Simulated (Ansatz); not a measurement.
# CH4BFGe: up Jacob's ladder to CCSD(T)

Aim: compute CH4BFGe with functionals from several rungs and with coupled cluster, and see how far each lands from CCSD(T) at the basis-set limit for the atomisation energy.

Program: Ansatz 0.2.0, Gaussian basis. Level of theory: functionals in def2-TZVPP, the program's frozen cores in correlated methods. These are calculated values, not measurements.

The runs, in order: LDA (SPW92), PBE-D4, revPBE-D4, BLYP-D4, r2SCAN-D4, B97M-V, PBE0-D4, B3LYP-D4, r2SCANh-D4, r2SCAN0-D4, HSE06-D4, BHLYP-D4, CAM-B3LYP-D4, LC-ωPBE, ωB97X-V, ωB97M-V, B2PLYP, PBE-QIDH; CCSD(T)/def2-SVP; CCSD(T)/def2-TZVPP; MP2/def2-QZVPP; extrapolation to the limit; RPA on PBE.

**1. Structure used throughout**

An earlier PBE0-D4 in a triple-zeta def2 set relaxation fixed the geometry.

SMILES `F[B]1[CH2][GeH2]1`, 8 atoms, charge 0, spin multiplicity 1.

Atoms are counted from 1 here; the program's logs count them from 0.

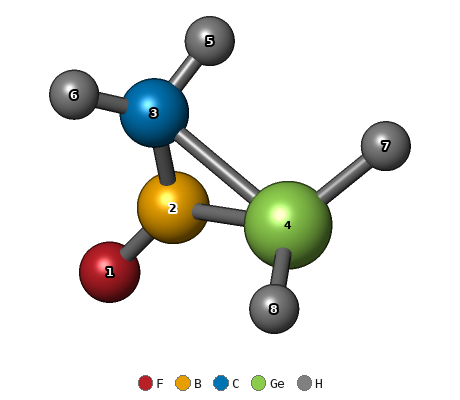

The structure; fluorine red, boron amber, carbon blue, germanium green, hydrogen grey; atoms are numbered from 1 in the order of the file.

**2. LDA**

This LDA is Slater exchange with PW92 correlation.

Input file in.yaml:

```yaml
crystal:
  periodic: [false, false, false]
  atoms:
    - {symbol: F, position_ang: [-1.002428, 1.127492, 1.872939]}
    - {symbol: B, position_ang: [-0.542959, 0.743824, 0.702821]}
    - {symbol: C, position_ang: [0.805298, 0.597318, 0.085682]}
    - {symbol: Ge, position_ang: [-0.676409, -0.849858, -0.484001]}
    - {symbol: H, position_ang: [0.965647, 0.911212, -0.943964]}
    - {symbol: H, position_ang: [1.729282, 0.539090, 0.658259]}
    - {symbol: H, position_ang: [-0.590641, -0.842769, -2.011276]}
    - {symbol: H, position_ang: [-0.595688, -2.283510, 0.063739]}
basis:
  gaussian: {orbitals: def2-TZVPP}
hamiltonian: {xc: lda}
output: {orbitals: {seedname: orbitals}}
```

On the command line:

```sh
ansatz run in.yaml --threads 2 --pin off --events-out ev --progress --plain --max-ram 4352MiB
```

The runs that follow: PBE-D4 (GGA); revPBE-D4 (GGA); BLYP-D4 (GGA); r2SCAN-D4 (meta-GGA); B97M-V (meta-GGA); PBE0-D4 (hybrid); B3LYP-D4 (hybrid); r2SCANh-D4 (hybrid); r2SCAN0-D4 (hybrid); HSE06-D4 (hybrid); BHLYP-D4 (hybrid); CAM-B3LYP-D4 (range-separated); LC-ωPBE (range-separated); ωB97X-V (range-separated); ωB97M-V (range-separated); B2PLYP (double hybrid); PBE-QIDH (double hybrid); CCSD(T) in def2-SVP; CCSD(T) in def2-TZVPP; MP2 in def2-QZVPP; RPA on PBE orbitals.

Q: Predict the results of all the runs planned. Wanted: atomisation energy, CCSD(T)/CBS; farthest beyond LDA; mean size of error, GGA; mean size of error, meta-GGA; mean size of error, hybrid; mean size of error, range-separated; mean size of error, double hybrid; gap, smallest and largest; T1 diagnostic.

As calculated:

| quantity | value |
| --- | --- |
| atomisation energy, CCSD(T)/CBS | 2799.3 kJ/mol |
| functionals within 28.0 kJ/mol (1.0 %) | revPBE-D4, BLYP-D4, PBE0-D4, B3LYP-D4, r2SCANh-D4, r2SCAN0-D4, HSE06-D4, CAM-B3LYP-D4, LC-ωPBE, ωB97X-V, ωB97M-V, B2PLYP, PBE-QIDH |
| farthest beyond LDA | BHLYP-D4 (-88.5 kJ/mol) |
| mean size of error, GGA | 28.8 kJ/mol |
| mean size of error, meta-GGA | 38.2 kJ/mol |
| mean size of error, hybrid | 25.4 kJ/mol |
| mean size of error, range-separated | 4.7 kJ/mol |
| mean size of error, double hybrid | 14.4 kJ/mol |
| gap, smallest and largest | 3.67 eV (LDA (SPW92)), 10.31 eV (LC-ωPBE) |
| T1 diagnostic | 0.0131 |
| triples share of the correlation energy | 3.8 % |

What this shows: The LDA atomisation energy is off by 445.4 kJ/mol (16 %): it overbinds. PBE-D4 is off by +69.2 kJ/mol. Double hybrids carry the basis error of their MP2 part in triple zeta, and no dispersion term here, so their miss is partly the set-up's. The rungs range-separated, double hybrid, hybrid miss on average by less than the doubt on the reference (28.0 kJ/mol), so they tie. Misses under about 28.0 kJ/mol are within the doubt on the reference itself, which lacks core-valence correlation, relativity and higher excitations, and its outer-core shells are covered unevenly. Hartree-Fock recovers 73 % of the binding; the rest is correlation. CCSD(T) in def2-SVP is off by -141.9 kJ/mol, more than most functionals: a good method in a small basis is no reference. Orbital gaps span 3.7 to 10.3 eV; exact exchange widens them. Correlated methods include outer-core shells of Ge, which these sets cover unevenly.
